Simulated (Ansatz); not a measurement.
# Si2NH5F (SMILES N[Si](F)[SiH3]): UHF/STO-3G

What is the energy change on altering one bond length of Si2NH5F at UHF/STO-3G? 

The calculation is run with Ansatz 0.2.0.

65 further runs of the same task are left out: 65 set aside as unsound or not needed.

**1. The system as given**

Si2NH5F: 9 atoms, total charge 0, spin state doublet. As SMILES, `N[Si](F)[SiH3]`. Geometry: relaxed at PBE0-D4/def2-TZVP. This is one conformer, not always the lowest.

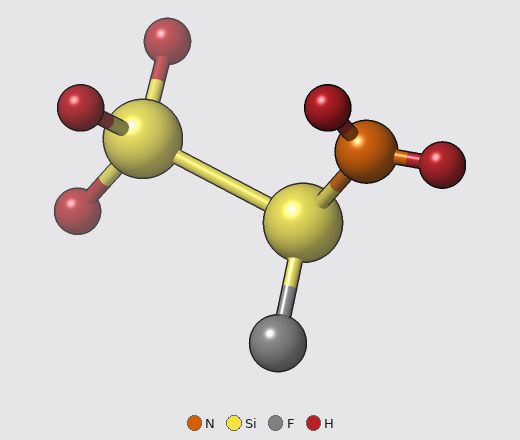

Viewed from a chosen angle; nitrogen orange, silicon yellow, fluorine grey, hydrogen red.

**2. A single-point energy at UHF/STO-3G**

job.yaml reads:

```yaml
crystal:
  periodic: [false, false, false]
  atoms:
    - {symbol: "N", position_ang: [-0.977000, 1.372900, -0.683600]}
    - {symbol: Si, position_ang: [-0.847900, -0.322400, -0.578100]}
    - {symbol: F, position_ang: [-0.495500, -1.010700, -1.997200]}
    - {symbol: Si, position_ang: [0.823900, -0.883000, 0.969100]}
    - {symbol: H, position_ang: [-1.742300, 1.833700, -1.147400]}
    - {symbol: H, position_ang: [-0.198200, 1.993200, -0.528800]}
    - {symbol: H, position_ang: [1.132000, -2.331800, 0.856500]}
    - {symbol: H, position_ang: [2.078500, -0.103500, 0.756900]}
    - {symbol: H, position_ang: [0.315000, -0.594800, 2.335600]}
basis:
  gaussian:
    orbitals: STO-3G
total_charge: 0
output:
  orbitals: {seedname: orbitals}
accuracy: high
hamiltonian:
  xc: hf
magnetization:
  spin_polarized: true
  initial_magnetization: 1
```

The run is started by

```
$ ansatz run job.yaml --threads 1 --pin off --max-ram 3480MiB --events-out events.jsonl --progress --plain --runs-dir runs
```

The program printed:

```text
Warning: RAYON_NUM_THREADS=1 ignored (pool sized by the plan → 1); use --threads N
Functional definition: HF
  name "HF"
  exchange = exact_x
  correlation = 0
663 factors; integrals over basis functions are off by at most 2.1e-8 eV
mean field evaluation 1: about -19749.7471 eV, gradient 1.5e1 eV
mean field evaluation 2: about -19749.8285 eV, gradient 1.5e1 eV
mean field evaluation 4: about -19752.1469 eV, gradient 1.5e0 eV
mean field evaluation 8: about -19752.2047 eV, gradient 1.8e-2 eV
mean field -19752.20472830 eV, -725.8801352399 hartree, gradient 2.1e-8 eV, S^2 0.753107; 0 other end points of the search recorded, 0 dependent functions left out
reference -19752.20472830 eV, -725.8801352399 hartree; 25, 24 occupied and 8, 9 virtual orbitals, 663 factors
Total energy: -19752.20472830 eV, -725.8801352399 hartree
```

It took 0.41 s on 1 thread of Arm Neoverse V2, shared host.

**3. The distorted shape**

run.yaml reads:

```yaml
crystal:
  periodic: [false, false, false]
  atoms:
    - {symbol: "N", position_ang: [-2.983180, 2.045627, -2.540259]}
    - {symbol: Si, position_ang: [-2.854080, 0.350327, -2.434759]}
    - {symbol: F, position_ang: [-2.501680, -0.337973, -3.853859]}
    - {symbol: Si, position_ang: [0.823900, -0.883000, 0.969100]}
    - {symbol: H, position_ang: [-3.748480, 2.506427, -3.004059]}
    - {symbol: H, position_ang: [-2.204380, 2.665927, -2.385459]}
    - {symbol: H, position_ang: [1.132000, -2.331800, 0.856500]}
    - {symbol: H, position_ang: [2.078500, -0.103500, 0.756900]}
    - {symbol: H, position_ang: [0.315000, -0.594800, 2.335600]}
basis:
  gaussian:
    orbitals: STO-3G
total_charge: 0
magnetization:
  spin_polarized: true
  initial_magnetization: 1
hamiltonian:
  xc: hf
accuracy: high
output: {orbitals: {seedname: orbitals}}
```

The run is started by

```
$ ansatz run run.yaml --threads 1 --pin off --max-ram 3480MiB --events-out events.jsonl --progress --plain --runs-dir runs
```

The program printed:

```text
Warning: RAYON_NUM_THREADS=1 ignored (pool sized by the plan → 1); use --threads N
[... 4 set-up lines as earlier in the session ...]
576 factors; integrals over basis functions are off by at most 2.9e-8 eV
mean field evaluation 1: about -19747.1737 eV, gradient 1.5e1 eV
mean field evaluation 2: about -19747.2510 eV, gradient 1.5e1 eV
mean field evaluation 4: about -19749.3697 eV, gradient 1.1e0 eV
mean field evaluation 8: about -19749.3970 eV, gradient 2.5e-2 eV
mean field evaluation 16: about -19749.3951 eV, gradient 5.6e-4 eV
mean field evaluation 32: about -19749.3953 eV, gradient 2.6e-8 eV
mean field evaluation 64: about -19745.7751 eV, gradient 7.1e0 eV
mean field evaluation 96: about -19749.3200 eV, gradient 2.5e-1 eV
mean field -19749.39530043 eV, -725.7768906698 hartree, gradient 3.0e-8 eV, S^2 0.770452; 2 other end points of the search recorded, 0 dependent functions left out
reference -19749.39530043 eV, -725.7768906698 hartree; 25, 24 occupied and 8, 9 virtual orbitals, 576 factors
Total energy: -19749.39530043 eV, -725.7768906698 hartree
```

Run time: 0.95 s. Hardware: 1 thread of Arm Neoverse V2, shared host.

**4. Outcome**

Level: UHF/STO-3G.

| quantity | value |
| --- | --- |
| first shape: total energy | -725.88014 Eh |
| first shape: HOMO energy (highest over α and β) | -5.52 eV |
| first shape: LUMO energy (lowest over α and β) | 6.13 eV |
| first shape: ⟨S²⟩ | 0.753 |
| distorted shape: total energy | -725.77689 Eh |
| distorted shape: HOMO energy (highest over α and β) | -5.66 eV |
| distorted shape: LUMO energy (lowest over α and β) | 6.25 eV |
| distorted shape: ⟨S²⟩ | 0.770 |
| energy change with the Si2–Si4 bond stretched from 2.346 to 5.161 Å | 2.809 eV |

What this shows: With the Si2–Si4 bond stretched from 2.346 to 5.161 Å the energy rises by 2.81 eV (271 kJ/mol). The first shape isn't relaxed at this level, so the change isn't measured from a minimum. The minimal basis adds a large error of its own.
